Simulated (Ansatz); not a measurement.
Geometry relaxation, with input and output: Al$_{18}$HCl (part 2 of 3)

Al$_{18}$HCl (slab, 20 atoms in the cell); DFT PBE-D3(BJ), scalar-relativistic, plane waves, PAW, no spin polarisation (Ansatz 0.2.0); cutoff 420 eV, 3×2×1 k-mesh, Gaussian smearing of 0.15 eV. The input holds or restrains some coordinates. Forces given for the steps count only the free coordinates. It belongs to a series of runs on one base structure; here: end point B relaxed.

Geometry of the input (Å; fractional positions):
```
5.7276  0.0000  0.0000
4.2957  7.4403  0.0000
0.0000  0.0000  15.6765
Al 0.1667  0.1111  0.0638
Al 0.6667  0.1111  0.0638
Al 0.1667  0.4444  0.0638
Al 0.6667  0.4444  0.0638
Al 0.1667  0.7778  0.0638
Al 0.6667  0.7778  0.0638
Al -0.1667  0.2222  0.2129
Al 0.3333  0.2222  0.2129
Al -0.1667  0.5556  0.2129
Al 0.3333  0.5556  0.2129
Al -0.1667  0.8889  0.2129
Al 0.3333  0.8889  0.2129
Al 0.0000  0.0000  0.3621
Al 0.5000  0.0000  0.3621
Al -0.0000  0.3333  0.3621
Al 0.5000  0.3333  0.3621
Al -0.0000  0.6667  0.3621
Al 0.5000  0.6667  0.3621
Cl 0.2500  0.1667  0.4763
H  -0.1667  0.5556  0.3423
```

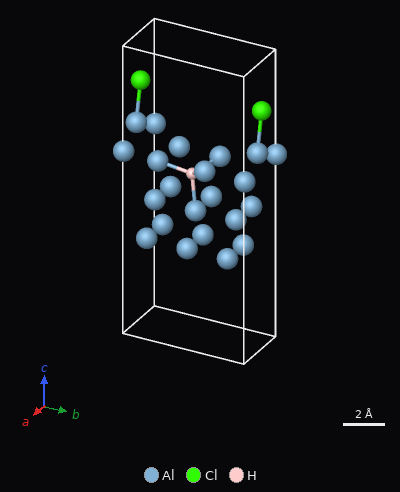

Fig. 1: The geometry at step 27 of the log (ball-and-stick view of the cell of the calculation, with the vacuum cut short, seen slightly off an axis).

What the program printed, continued:
```
relax step  21: F+E_penalty+E_count = -10771.97320755 eV  Δ(F+E_penalty+E_count) = -4.584e-3 eV  max|allowed force component| = 3.766e-2 eV/Å  Δτ_max = 0.0453 Å  (8 SCF iters, accepted)
preconditioner: auto → LDOS  [metal: Δε(μ)=0.107 eV  Ē_g=6.337 eV  σ=0.150 eV  W_gap=0.36  n_scr=70 (ndim 8)  ℏωp=11.1 eV  f_vac=0.361  D(μ)=11.99/eV (n_scr^D=66)  β→1.0]
relax step  22: F+E_penalty+E_count = -10771.97459716 eV  Δ(F+E_penalty+E_count) = -1.390e-3 eV  max|allowed force component| = 2.548e-2 eV/Å  Δτ_max = 0.0968 Å  (8 SCF iters, accepted)
preconditioner: auto → LDOS  [metal: Δε(μ)=0.101 eV  Ē_g=6.326 eV  σ=0.150 eV  W_gap=0.34  n_scr=70 (ndim 8)  ℏωp=11.1 eV  f_vac=0.359  D(μ)=12.55/eV (n_scr^D=72)  β→1.0]
relax step  23: F+E_penalty+E_count = -10771.97535419 eV  Δ(F+E_penalty+E_count) = -7.570e-4 eV  max|allowed force component| = 6.175e-2 eV/Å  Δτ_max = 0.1182 Å  (8 SCF iters, accepted)
preconditioner: auto → LDOS  [metal: Δε(μ)=0.103 eV  Ē_g=6.311 eV  σ=0.150 eV  W_gap=0.35  n_scr=70 (ndim 8)  ℏωp=11.1 eV  f_vac=0.358  D(μ)=12.74/eV (n_scr^D=72)  β→1.0]
relax step  24: F+E_penalty+E_count = -10771.97806597 eV  Δ(F+E_penalty+E_count) = -2.712e-3 eV  max|allowed force component| = 3.302e-2 eV/Å  Δτ_max = 0.0538 Å  (7 SCF iters, dr2 threshold 1.74e-6 eV, accepted)
preconditioner: auto → LDOS  [metal: Δε(μ)=0.029 eV  Ē_g=6.287 eV  σ=0.150 eV  W_gap=0.11  n_scr=70 (ndim 8)  ℏωp=11.1 eV  f_vac=0.353  D(μ)=12.80/eV (n_scr^D=72)  β→1.0]
  greatest PAW one-centre occupation: 0.909 electrons in one spin orbital (limit 2), on the Cl atom at site 18 (counted from 0), in its partial waves of l = 0
relax step  25: F+E_penalty+E_count = -10771.98406851 eV  Δ(F+E_penalty+E_count) = -6.003e-3 eV  max|allowed force component| = 7.101e-2 eV/Å  Δτ_max = 0.1954 Å  (9 SCF iters, accepted)
preconditioner: auto → LDOS  [metal: Δε(μ)=0.041 eV  Ē_g=6.267 eV  σ=0.150 eV  W_gap=0.15  n_scr=70 (ndim 8)  ℏωp=11.1 eV  f_vac=0.348  D(μ)=11.79/eV (n_scr^D=66)  β→1.0]
relax step  26: F+E_penalty+E_count = -10771.98902895 eV  Δ(F+E_penalty+E_count) = -4.960e-3 eV  max|allowed force component| = 1.098e-1 eV/Å  Δτ_max = 0.1952 Å  (8 SCF iters, dr2 threshold 1.44e-6 eV, accepted)
preconditioner: auto → LDOS  [metal: Δε(μ)=0.026 eV  Ē_g=6.261 eV  σ=0.150 eV  W_gap=0.10  n_scr=70 (ndim 8)  ℏωp=11.1 eV  f_vac=0.346  D(μ)=11.09/eV (n_scr^D=58)  β→1.0]
relax step  27: F+E_penalty+E_count = -10771.99104931 eV  Δ(F+E_penalty+E_count) = -2.020e-3 eV  max|allowed force component| = 1.514e-1 eV/Å  Δτ_max = 0.1239 Å  (6 SCF iters, dr2 threshold 1.21e-5 eV, accepted)
preconditioner: auto → LDOS  [metal: Δε(μ)=0.030 eV  Ē_g=6.258 eV  σ=0.150 eV  W_gap=0.11  n_scr=70 (ndim 8)  ℏωp=11.1 eV  f_vac=0.348  D(μ)=11.71/eV (n_scr^D=66)  β→1.0]
relax step  28: F+E_penalty+E_count = -10771.99554937 eV  Δ(F+E_penalty+E_count) = -4.500e-3 eV  max|allowed force component| = 1.909e-2 eV/Å  Δτ_max = 0.0763 Å  (5 SCF iters, dr2 threshold 2.29e-5 eV, accepted)
preconditioner: auto → LDOS  [metal: Δε(μ)=0.030 eV  Ē_g=6.257 eV  σ=0.150 eV  W_gap=0.11  n_scr=70 (ndim 8)  ℏωp=11.1 eV  f_vac=0.348  D(μ)=11.64/eV (n_scr^D=66)  β→1.0]
relax step  29: F+E_penalty+E_count = -10771.99556374 eV  Δ(F+E_penalty+E_count) = -1.437e-5 eV  max|allowed force component| = 2.106e-2 eV/Å  Δτ_max = 0.0000 Å  (5 SCF iters, accepted)
preconditioner: auto → LDOS  [metal: Δε(μ)=0.027 eV  Ē_g=6.255 eV  σ=0.150 eV  W_gap=0.10  n_scr=70 (ndim 8)  ℏωp=11.1 eV  f_vac=0.347  D(μ)=11.32/eV (n_scr^D=66)  β→1.0]
relax step  30: F+E_penalty+E_count = -10771.99582358 eV  Δ(F+E_penalty+E_count) = -2.598e-4 eV  max|allowed force component| = 1.146e-2 eV/Å  Δτ_max = 0.0408 Å  (7 SCF iters, accepted)
```

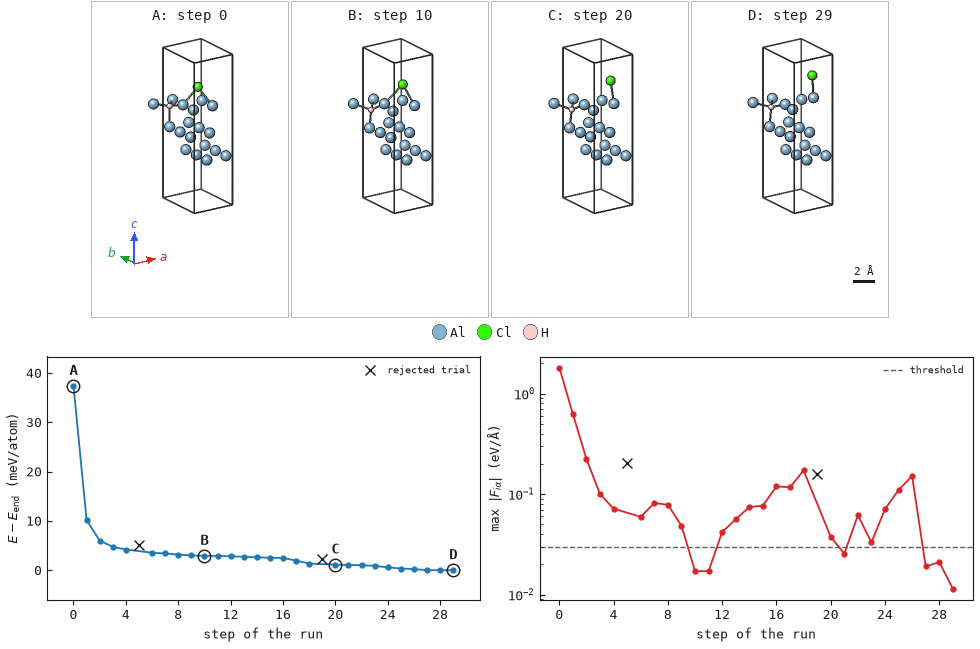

Fig. 2: Frames of the restrained relaxation (ball-and-stick view of the cell of the calculation, with the vacuum cut short (origin shifted), seen slightly off an axis) above the curves, on which the letters mark them (the first geometry is step 0 here and step 1 in the log).

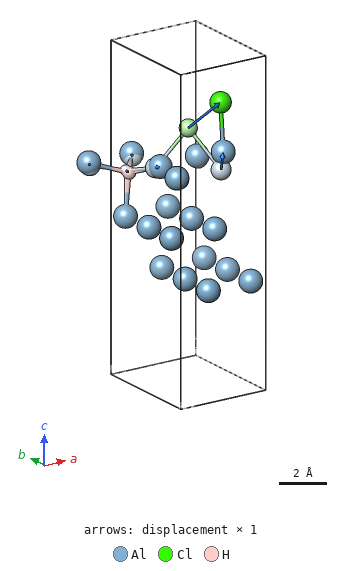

Fig. 3: Start (faint) and end (solid) with the displacements as blue arrows, at true length (ball-and-stick view of the cell of the calculation, with the vacuum cut short (origin shifted), seen slightly off an axis). Cl19 moves most: 1.84 Å. Largest moves by element: Cl 1.84 Å, Al 0.80 Å, H 0.18 Å. The lattice vectors keep their values. Among the contacts that change: Al15–Cl19 2.292 → 3.897 Å, Al18–H20 1.682 → 1.901 Å, Al17–H20 1.682 → 1.845 Å, Al15–H20 1.682 → 1.834 Å. Bonds break: Al15–Cl19 (2.29 → 3.90 Å). Among the angles that change: Al17–H20–Al18 116.7° → 104.2°, Al9–H20–Al15 100.6° → 110.1°, Al9–H20–Al17 100.6° → 105.3°. The energy falls by 37.4 meV per atom in 29 geometry steps. Largest force component: 1.8 eV/Å at the start, 0.011 eV/Å at the end. The line search rejected the trial steps at points 5, 19 (counted from 0) and went back. (Atoms are counted from 1 in the order of the input.)

```
NSCF: frozen V_eff on 4 k-points
the band table was solved once a step of the walk had ended and its energy, with any forces and stress, was formed, with the checks that follow a solve (1620 applications of the Hamiltonian). They found nothing against the state; the energy, forces and stress were not computed again (output.eigenvalues in the input reference)
WARN: The output density's exchange-correlation potential varies sharply where the density is thin. Do not read a vacuum level from v_tot or v_xc, or from such a field of the output density. On a cell that repeats whose density bears no net charge and no dipole along the vacuum's axis use v_es (v_loc + v_h of the components); under efield.dipole_correction with no amplitude use v_es + v_field, which holds any external_charges[].barrier, or the levels of the report's work_function block, which leave it out; under a non-zero efield.amplitude the vacuum is tilted and has no level; on a cell that repeats and bears such a dipole with no correction it is tilted too, and efield.dipole_correction with no amplitude gives each side of its ramp a level where efield: is served; in a cell that repeats whose density bears a net charge (total_charge, or a fill off its count) it is curved and has none; of a slab under crystal.periodic whose density bears no net charge use v_es, which has a level on each side, short of where the two are joined; of another it falls or rises all the way out and has none; of a slab beside external_charges read slab_vacuum_level instead, which it has where they leave it neutral. The grid or the basis barely resolves most such structure, and the values can differ between equally converged runs; as a rule a tighter scf.convergence.dr2_threshold does not remove it. Where the density itself ripples (under the LDA too) a higher basis.ecutwfc lessens it. The files hold the spikes' plane waves up to the density's cutoff. Files: v_tot_of_output_density and the like, and their columns of v_z.tsv (output.write_potential); v_xc_of_output_density and the like, and their columns of v_comp_z.tsv (output.write_potential_components). Measured: with its Gaussian average of σ = 0.25 Å subtracted twice, the exchange-correlation potential is over 0.1 eV at 4894 of the grid points where the equally averaged density (valence and model cores) is under 1e-3 e/Å³, and 0.890 eV at the most among them, at an averaged density of 9.9e-4 e/Å³. The input density's (outcome.potential() and, of a run that writes arrays, v_tot and v_xc) is over 0.1 eV, so measured, at 4896 points of its own thin density, 0.891 eV at the most. See output.write_potential in the manual, Limitations
Free energy (F): -10771.995824 eV
Harris-Foulkes:  -10771.995824 eV  (|F-HF|=2.73e-8)
Internal energy: -10771.867981 eV  (E = F + TS)
E sigma→0 (E₀):  -10771.931902 eV
Entropy (-TS):   -0.127842 eV (-6.392 meV/atom)
Fermi energy:    1.193088 eV
--- Per-component energies (eV) ---
  E_band       = -185.669145
  E_kinetic    = 559.438825
  E_local      = -4548.548478  (includes V_loc(G=0)·N_el)
  E_nonlocal   = 218.705470
  E_hartree    = 2141.532080
  E_xc         = -817.228251
[...]
  E_vxc        = -635.823634  (∫ρ·V_xc dr)
  E_paw        = -9070.696540  (= ΣΔE_a)
  E_vpaw       = -62.502008  (= ΣTr[D̂ρ^β])
  E_aug_tail   = -0.001138  (compensation charges beyond the density's cutoff)
  E_ewald      = 749.214316
  E_disp       = -4.284265  (pairwise vdW)
  E_smearing   = -0.127842  (= −TS)
  E_closure    = 0.000000  (closes the sum)
  Σ components = -10771.995824   (vs F -10771.995824, Δ=0.00e0)
--- Forces (eV/Å), atoms counted from 1 ---
  atom   1  Al    -0.01226305    -0.01702495    -0.03409236
  atom   2  Al     0.01189809     0.07434018     0.00483118
  atom   3  Al     0.09559910    -0.09630603    -0.02118987
  atom   4  Al    -0.12316893     0.06125075    -0.01003692
  atom   5  Al     0.14354339    -0.01708124     0.11224788
  atom   6  Al    -0.11997680     0.00507594    -0.02255219
  atom   7  Al     0.00441499    -0.00287555    -0.00189017
  atom   8  Al    -0.00253152     0.00236009     0.00299447
  atom   9  Al     0.00080610     0.00031063     0.00005490
  atom  10  Al    -0.00033378    -0.00054538     0.00097691
  atom  11  Al     0.00497082    -0.00026102    -0.00207522
  atom  12  Al    -0.00784532     0.00309482    -0.00095053
  atom  13  Al     0.01027266    -0.00039563    -0.00806017
  atom  14  Al    -0.01050901    -0.00400648    -0.00613546
  atom  15  Al     0.01145845    -0.00777921    -0.00223119
  atom  16  Al     0.00117439     0.00344224    -0.00306869
  atom  17  Al    -0.00559586    -0.01097362    -0.00485281
  atom  18  Al     0.00384220     0.00820080    -0.00515430
  atom  19  Cl     0.00191909     0.00360107    -0.00598254
  atom  20  H     -0.00769366    -0.00440894     0.00721942
  max |Σ_I F_I| component: 5.23e-5 eV/Å
--- Band table (eV) ---
  k-point 0: bands = ["-13.6963", "-9.1529", "-7.7738", "-6.5578", "-6.2983", "-5.4745", "-5.0232", "-4.7340", "-4.3947", "-4.3093", "-3.5332", "-3.4162", "-3.0487", "-2.8635", "-2.6325", "-2.4745", "-2.0608", "-1.9809", "-1.5670", "-1.5226", "-1.4485", "-1.1286", "-0.8491", "-0.6479", "-0.1245", "-0.0730", "0.5263", "0.8148", "0.9175", "0.9858", "1.1161", "1.1525", "1.4526", "1.5594", "1.8747", "2.5665", "2.6843", "2.8306", "2.9476", "3.1056", "3.1649", "3.6226", "3.6917", "3.9229", "4.0627", "4.3366", "4.5695", "4.8303", "4.9259", "4.9927", "5.1746"]
  k-point 1: bands = ["-13.6962", "-8.7693", "-8.1980", "-7.2432", "-6.6080", "-5.0104", "-4.5191", "-4.3187", "-4.2392", "-3.8038", "-3.2416", "-3.1308", "-3.0264", "-2.9781", "-2.8662", "-2.5617", "-2.1425", "-1.9186", "-1.6065", "-1.4769", "-1.1162", "-1.0738", "-0.9538", "-0.8537", "-0.7055", "-0.6143", "-0.1193", "-0.0638", "0.7532", "0.9152", "0.9606", "1.0608", "1.1072", "1.2084", "2.2623", "2.5133", "2.6648", "2.8019", "3.0301", "3.1692", "3.6441", "3.6828", "3.8494", "3.9449", "3.9616", "4.3291", "4.8282", "4.8468", "5.3231", "5.5457", "5.9639"]
  k-point 2: bands = ["-13.6946", "-8.5865", "-7.4926", "-6.8255", "-6.4770", "-6.2147", "-5.6258", "-5.0617", "-4.7317", "-4.4150", "-4.2994", "-3.4266", "-2.9763", "-2.7967", "-2.3578", "-2.1557", "-1.8542", "-1.5427", "-1.2912", "-1.1785", "-1.1393", "-0.8527", "-0.7890", "-0.3949", "-0.1223", "0.3293", "0.6297", "0.6639", "0.8112", "0.9369", "1.0579", "1.4618", "1.5438", "2.2804", "2.6850", "2.8631", "2.8964", "2.9473", "2.9846", "3.0784", "3.1489", "3.5568", "3.7208", "4.2737", "4.4017", "4.5356", "4.8272", "4.8957", "5.1654", "5.2575", "5.3778"]
  k-point 3: bands = ["-13.6946", "-8.5825", "-7.5687", "-6.9135", "-6.7725", "-5.8449", "-5.3054", "-4.6627", "-4.3900", "-4.3420", "-4.3186", "-3.6180", "-3.2234", "-2.9908", "-2.8163", "-2.7300", "-2.3589", "-1.6722", "-1.6275", "-1.0990", "-0.8656", "-0.6760", "-0.6351", "-0.1411", "-0.1125", "-0.0761", "0.2186", "0.4740", "0.7151", "1.1810", "1.2465", "2.2054", "2.5226", "2.6160", "2.8689", "2.9062", "3.0669", "3.1631", "3.3676", "3.5793", "3.7024", "3.7416", "3.8068", "4.3700", "4.4631", "4.6575", "4.7829", "4.8648", "4.9077", "5.0143", "5.3834"]
--- Relaxed structure (30 steps of the walk, 28 accepted, 0 SCFs on fresh bases) ---
  F+E_penalty+E_count = -10771.99582358 eV   max|allowed force component| = 1.146e-2 eV/Å
  atoms:
    - { symbol: Al, position: [0.16666665999999997, 0.11111111000000001, 0.0637896] }
    - { symbol: Al, position: [0.66666665, 0.11111111000000001, 0.0637896] }
    - { symbol: Al, position: [0.16666663999999998, 0.44444445000000005, 0.0637896] }
    - { symbol: Al, position: [0.6666666299999999, 0.44444445000000005, 0.0637896] }
    - { symbol: Al, position: [0.16666661999999988, 0.7777777900000001, 0.0637896] }
    - { symbol: Al, position: [0.6666666099999999, 0.7777777900000001, 0.0637896] }
    - { symbol: Al, position: [-0.16825059842522982, 0.2227097682083397, 0.2156333965290995] }
    - { symbol: Al, position: [0.33392254429040996, 0.22118317434239587, 0.21346196643189935] }
    - { symbol: Al, position: [-0.16845390500131682, 0.557563332495667, 0.2133945211224883] }
    - { symbol: Al, position: [0.33210884343909913, 0.5581760948554715, 0.21442809211461886] }
    - { symbol: Al, position: [-0.17498466734913554, 0.891278697979824, 0.2172750224742586] }
    - { symbol: Al, position: [0.33396314128175864, 0.890974024115527, 0.21637224950439404] }
    - { symbol: Al, position: [-0.018741850418214395, 0.003209872321321298, 0.36598239250014164] }
    - { symbol: Al, position: [0.5130403963603535, -0.01424365399153869, 0.41267594158702403] }
    - { symbol: Al, position: [0.029548202285543723, 0.30024696611386, 0.36698794040793287] }
    - { symbol: Al, position: [0.494502887691926, 0.33549840281821497, 0.3690604682518883] }
    - { symbol: Al, position: [0.0026258590095400436, 0.677464360683979, 0.3686186444758137] }
    - { symbol: Al, position: [0.49161215695047045, 0.6708987782790867, 0.3704795402862798] }
    - { symbol: Cl, position: [0.4934402912564833, -0.00013404331957230333, 0.5510255735163467] }
    - { symbol: H, position: [-0.1421872038438055, 0.5374684609802017, 0.3353259100367481] }
```

Trajectory as extended XYZ (Å, eV, eV/Å), 11 of the 30 frames kept, from step=1 to step=30:
```
20
Lattice="5.7276 0.0000 0.0000 4.2957 7.4403 0.0000 0.0000 0.0000 15.6765" Properties=species:S:1:pos:R:3:forces:R:3 step=1 energy=-10771.24850
Al    1.4319    0.8267    1.0000   -0.1843  -0.0330   0.2935
Al    4.2957    0.8267    1.0000    0.1039  -0.0064   0.1341
Al    2.8638    3.3068    1.0000   -0.0183   0.1258   0.0936
Al    5.7276    3.3068    1.0000    0.0061   0.1702   0.1040
Al    4.2957    5.7869    1.0000   -0.0462  -0.1222   0.1251
Al    7.1595    5.7869    1.0000    0.0091  -0.2020   0.0629
Al    0.0000    1.6534    3.3383    0.0342  -0.0084  -0.0829
Al    2.8638    1.6534    3.3383   -0.0042  -0.1291   0.1173
Al    1.4319    4.1335    3.3383   -0.0512   0.1808  -0.6296
Al    4.2957    4.1335    3.3383    0.1189   0.0557  -0.2006
Al    2.8638    6.6136    3.3383    0.0225   0.0299  -0.0662
Al    5.7276    6.6136    3.3383    0.1033   0.1058  -0.0088
Al    0.0000    0.0000    5.6765   -0.7411  -0.1935  -0.4210
Al    2.8638    0.0000    5.6765    0.5925  -1.0426  -0.8088
Al    1.4319    2.4801    5.6765   -0.5414  -0.6277  -0.4958
Al    4.2957    2.4801    5.6765    0.6103   0.3050  -0.2179
Al    2.8638    4.9602    5.6765    1.2164   0.7894   0.2518
Al    5.7276    4.9602    5.6765   -1.2054   0.7804   0.3017
Cl    2.1478    1.2401    7.4665   -0.0521  -0.0751   1.8197
H     1.4319    4.1335    5.3665    0.0270  -0.1031  -0.3702
20
Lattice="5.7276 0.0000 0.0000 4.2957 7.4403 0.0000 0.0000 0.0000 15.6765" Properties=species:S:1:pos:R:3:forces:R:3 step=4 energy=-10771.90058
Al    1.4319    0.8267    1.0000   -0.0869   0.0122   0.1764
Al    4.2957    0.8267    1.0000    0.0418   0.0389   0.0404
Al    2.8638    3.3068    1.0000   -0.0264   0.0524   0.0032
Al    5.7276    3.3068    1.0000    0.0454   0.1907  -0.1553
Al    4.2957    5.7869    1.0000    0.0263  -0.0624  -0.0382
Al    7.1595    5.7869    1.0000   -0.0060  -0.1815  -0.1590
Al    0.0147    1.6876    3.2683    0.0160  -0.0401  -0.0004
Al    2.8932    1.6609    3.3901   -0.0296  -0.0480   0.0008
Al    1.4554    4.1713    3.2550   -0.0001   0.0098   0.0533
Al    4.3471    4.1618    3.2848   -0.0156   0.0071   0.0139
Al    2.8749    6.6175    3.2500    0.0127   0.0111   0.0572
Al    5.7614    6.6655    3.3274   -0.0091  -0.0021   0.0060
Al   -0.1295   -0.0116    5.5340    0.0300  -0.0132  -0.0186
Al    2.9215   -0.1648    5.6601   -0.0110  -0.0312   0.0070
Al    1.4197    2.2620    5.7139   -0.0468  -0.0153   0.0096
Al    4.3930    2.5361    5.6440    0.0439   0.0223  -0.0091
Al    2.9783    4.9692    5.6711    0.0225   0.0176  -0.0132
Al    5.7100    5.0167    5.6301   -0.0316  -0.0373   0.0789
Cl    2.1732    1.0149    7.6733    0.0355  -0.0035   0.0477
H     1.5207    3.9656    5.1899   -0.0109   0.0725  -0.0998
```
